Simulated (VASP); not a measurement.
Band structure of LaIn5Rh (space group P4/mmm). Level of theory: PBEsol GGA, VASP's PBE PAW potentials (set 64) (plane waves; VASP).

Unless said otherwise, spin-orbit coupling is left out, though it shifts the bands of the heavy elements here.

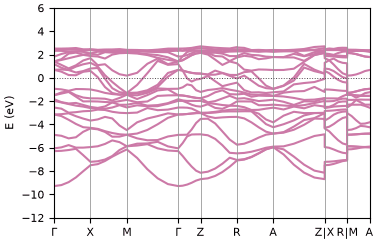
*Bands along high-symmetry lines, zero at the valence-band maximum or, without a gap, the Fermi level*

Problem. Read the plot: is there a gap, and where are the band edges?

Solution. It has no gap at this level: it comes out as a metal or semimetal.

The structure comes from a computed database's LaIn5Rh entry (P4/mmm); how it stands against other phases isn't given here. The cell was not relaxed at this level. The electron count is odd and the run is not spin-polarised, which forces a metal.
